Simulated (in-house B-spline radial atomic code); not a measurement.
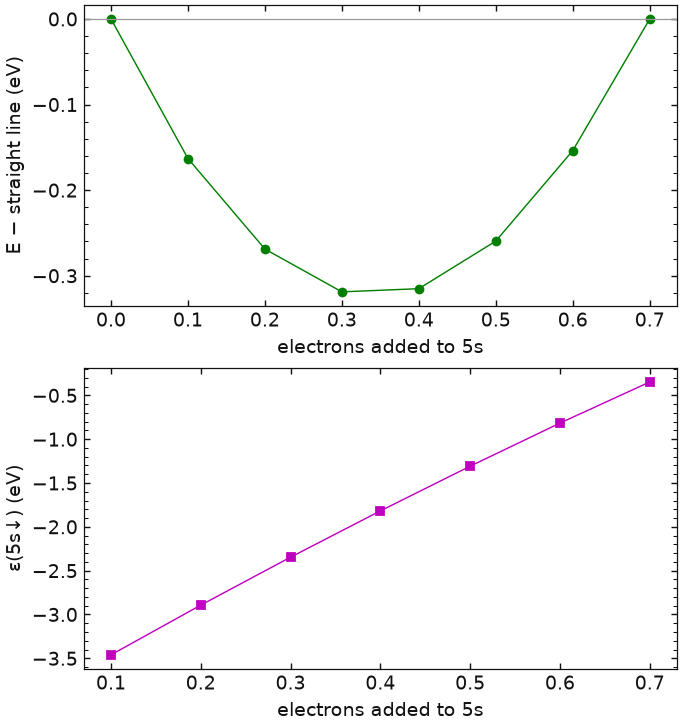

Level of theory: scalar-relativistic (spin-free one-electron X2C) PW91, spin-polarised, spherical fractional occupations, Fermi nucleus, basis-set limit. Computed with an in-house B-spline radial code. The occupation of the 5s shell is varied from Ag ([Kr] 4d10 5s1 (high spin)) to Ag with charge -0.7 ([Kr] 4d10 5s1.7 (5s: 1 up, 0.7 down)), with spherical fractional occupations. The plot shows the total energy less the straight line between the end points, and the eigenvalue of 5s↓.

Describe the curve.

The curve is convex (below the straight line), with the largest deviation among the points computed, −0.32 eV, at 0.3. The eigenvalue, which is the slope of the energy (Janak's theorem), moves from −3.46 eV at 0.1 to −0.347 eV at 0.7. Convexity is the delocalisation error: fractional charges are too low in energy. One end point is itself fractional, so the deviation from the line between whole numbers would be larger.
